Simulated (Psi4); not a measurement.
# doublet [P2]−: levels of theory compared

We compute a comparison of 3 runs (U-wB97X/def2-TZVPPD, UBHLYP/def2-TZVPPD, UCAM-B3LYP/def2-TZVPPD) of doublet [P2]−. 

The results are computed with Psi4 1.11.

1 further run of the same task is left out (it didn't finish).

### Step 1. The system as given

The species is [P2]− (2 atoms), meant as a doublet with charge -1. SMILES of the parent species: `P#P`. The bond length is the one measured for the parent species. That shape belongs to the parent species and isn't relaxed for this state.

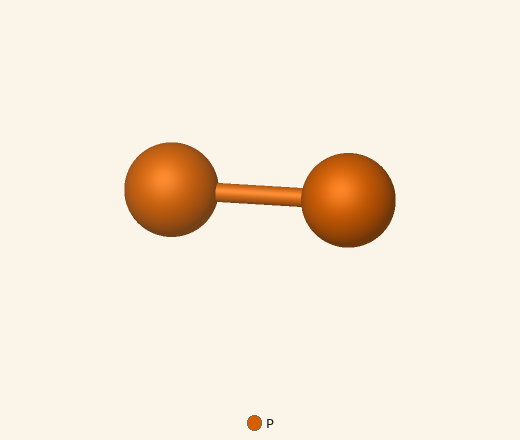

Viewed from a chosen angle; phosphorus orange.

### Step 2. Energy and forces at U-wB97X/def2-TZVPPD (run 1)

Input file p2.in:

```
memory 1600 mb

molecule system {
  -1 2
  P      0.000000     0.000000     0.000000
  P      0.000000     0.000000     1.893400
  symmetry c1
  no_reorient
  no_com
}

set {
  basis def2-TZVPPD
  reference uks
  puream true
  e_convergence 1e-09
  d_convergence 1e-08
  scf_type pk
  dft_radial_points 99
  dft_spherical_points 590
  maxiter 100
}

e, wfn = gradient('wb97x', return_wfn=True)
oeprop(wfn, 'LOWDIN_CHARGES', 'DIPOLE', 'WIBERG_LOWDIN_INDICES', title='WB97X')
```

The run is started by

```console
psi4 -n 1 p2.in p2.out
```

p2.out:

```text
[...]
  Running in c1 symmetry.
[...]
  Nuclear repulsion =   62.884162036944126
[...]
  Multiplicity = 2
[...]
  Nalpha       = 16
  Nbeta        = 15
[...]
    Number of basis functions: 96
[...]
   @UKS iter   1:  -682.61594828409977   -5.07580e-01   5.30506e-03 DIIS/ADIIS
[...]
   @UKS iter  10:  -682.70912426181746   -3.92220e-11   9.06616e-09 DIIS
[...]
   @S^2 Observed:                7.598231427E-01
[...]
  @UKS Final Energy:  -682.70912426181746
   => Energetics <=
    Nuclear Repulsion Energy =             62.8841620369441259
    One-Electron Energy =               -1076.6767667635076577
    Two-Electron Energy =                 366.4651916284688582
    DFT Exchange-Correlation Energy =     -35.3817111637226986
    Empirical Dispersion Energy =           0.0000000000000000
    VV10 Nonlocal Energy =                  0.0000000000000000
    Total Energy =                       -682.7091242618173510
[...]
  -Total Gradient:
     Atom            X                  Y                   Z
    ------   -----------------  -----------------  -----------------
       1        0.000000000565     0.000000000172     0.036046543396
       2       -0.000000000565    -0.000000000173    -0.036046543397
[...]
```

Run time: 30 s. Hardware: 1 thread of AMD EPYC 7R43 (Zen 3), shared host; peak memory 0.71 GiB.

### Step 3. Energy and gradient at UBHLYP/def2-TZVPPD (run 2)

Input file job.py:

```python
import psi4

psi4.set_memory('1600 MB')
psi4.set_num_threads(1)
psi4.core.set_output_file('run.log', False)

m = psi4.geometry("""
-1 2
P      0.00000000     0.00000000     0.00000000
P      0.00000000     0.00000000     3.57800744
units bohr
symmetry c1
no_reorient
no_com
""")

psi4.set_options({
    'basis': 'def2-TZVPPD',
    'reference': 'uks',
    'puream': True,
    'e_convergence': 1e-09,
    'd_convergence': 1e-08,
    'scf_type': 'pk',
    'dft_radial_points': 99,
    'dft_spherical_points': 590,
    'maxiter': 100,
})

E, wfn = psi4.gradient("bhhlyp", return_wfn=True)
psi4.oeprop(wfn, "MAYER_INDICES", "DIPOLE", "QUADRUPOLE")
print('gradient / Eh bohr^-1')
print(E.np.round(6))
print(f'energy = {wfn.energy():.10f} Eh')
```

The run is started by

```console
python job.py
```

run.log:

```text
[...]
  Running in c1 symmetry.
[...]
  Nuclear repulsion =   62.884162141373302
[...]
  Multiplicity = 2
[...]
  Nalpha       = 16
  Nbeta        = 15
[...]
    Number of basis functions: 96
[...]
   @UKS iter   1:  -682.59663644671787   -3.63947e-01   5.50753e-03 ADIIS/DIIS
[...]
   @UKS iter  10:  -682.71955452115924   -8.18545e-12   5.20859e-09 DIIS
[...]
   @S^2 Observed:                7.611365937E-01
[...]
  @UKS Final Energy:  -682.71955452115924
   => Energetics <=
    Nuclear Repulsion Energy =             62.8841621413733023
    One-Electron Energy =               -1076.6897573427177122
    Two-Electron Energy =                 355.0498985952696671
    DFT Exchange-Correlation Energy =     -23.9638579150844926
    Empirical Dispersion Energy =           0.0000000000000000
    VV10 Nonlocal Energy =                  0.0000000000000000
    Total Energy =                       -682.7195545211592389
[...]
  -Total Gradient:
     Atom            X                  Y                   Z
    ------   -----------------  -----------------  -----------------
       1        0.000000000069     0.000000000093     0.039195459715
       2       -0.000000000069    -0.000000000093    -0.039195459718
[...]
```

Standard output:

```text
gradient / Eh bohr^-1
[[ 0.        0.        0.039195]
 [-0.       -0.       -0.039195]]
energy = -682.7195545212 Eh
```

Wall time 25 s (1 thread of AMD EPYC 7R43 (Zen 3), shared host); peak memory 0.62 GiB.

### Step 4. The energy at UCAM-B3LYP/def2-TZVPPD (run 3)

Changes to p2.in since step 2:

```diff
@@ -1,4 +1,4 @@
-memory 1600 mb
+memory 1.6 GB
 
-molecule system {
+molecule {
   -1 2
@@ -23,3 +23,4 @@
 
-e, wfn = gradient('wb97x', return_wfn=True)
-oeprop(wfn, 'LOWDIN_CHARGES', 'DIPOLE', 'WIBERG_LOWDIN_INDICES', title='WB97X')
+E, wfn = energy('cam-b3lyp', return_wfn=True)
+oeprop(wfn, 'DIPOLE', 'QUADRUPOLE', 'MULLIKEN_CHARGES')
+print_variables()
```

The run is started by

```console
psi4 -n 1 p2.in p2.out
```

p2.out:

```text
[...]
  Running in c1 symmetry.
[...]
  Nuclear repulsion =   62.884162036944126
[...]
  Multiplicity = 2
[...]
  Nalpha       = 16
  Nbeta        = 15
[...]
    Number of basis functions: 96
[...]
   @UKS iter   1:  -682.60793126505575   -3.84007e-01   6.00284e-03 ADIIS/DIIS
[...]
   @UKS iter  10:  -682.73883191173491   -9.43601e-12   4.44971e-09 DIIS
[...]
   @S^2 Observed:                7.586481198E-01
[...]
  @UKS Final Energy:  -682.73883191173491
   => Energetics <=
    Nuclear Repulsion Energy =             62.8841620369441259
    One-Electron Energy =               -1076.7227231913263950
    Two-Electron Energy =                 366.7128336525618693
    DFT Exchange-Correlation Energy =     -35.6131044099145626
    Empirical Dispersion Energy =           0.0000000000000000
    VV10 Nonlocal Energy =                  0.0000000000000000
    Total Energy =                       -682.7388319117349056
[...]
 Multipole Moments:
 ------------------------------------------------------------------------------------
     Multipole            Electronic (a.u.)      Nuclear  (a.u.)        Total (a.u.)
 ------------------------------------------------------------------------------------
 L = 1.  Multiply by 2.5417464519 to convert [e a0] to [Debye]
 Dipole X            :          0.0000000            0.0000000            0.0000000
 Dipole Y            :         -0.0000000            0.0000000           -0.0000000
 Dipole Z            :        -55.4591154           53.6701117           -1.7890037
 Magnitude           :                                                    1.7890037
 L = 2.  Multiply by 1.3450342976 to convert [e a0^2] to [Debye ang]
 Quadrupole XX       :        -23.7930641            0.0000000          -23.7930641
 Quadrupole XY       :         -1.4100948            0.0000000           -1.4100948
[...]
```

Wall time 24 s (1 thread of AMD EPYC 7R43 (Zen 3), shared host); peak memory 0.7 GiB.

### Step 5. All runs side by side

```
run                   level      task  energy (Eh)  HOMO energy (eV)  LUMO energy (eV)   ⟨S²⟩  wall time
  1     U-wB97X/def2-TZVPPD  gradient  -682.709124             -0.56              5.27  0.760       30 s
  2      UBHLYP/def2-TZVPPD  gradient  -682.719555              0.72              4.25  0.761       25 s
  3  UCAM-B3LYP/def2-TZVPPD    energy  -682.738832              0.40              4.42  0.759       24 s
```

### Step 6. Outcome

| quantity | value |
| --- | --- |
| run 3: total energy | -682.73883 Eh |
| run 3: HOMO energy (highest over α and β) | 0.40 eV |
| run 3: LUMO energy (lowest over α and β) | 4.42 eV |
| run 3: ⟨S²⟩ | 0.759 |

What this shows: Totals of different functionals can't be ranked against each other. In runs 2, 3 the HOMO lies above zero, so the outermost electron may be held by the basis alone. All runs together took 79 s, the longest 30 s.
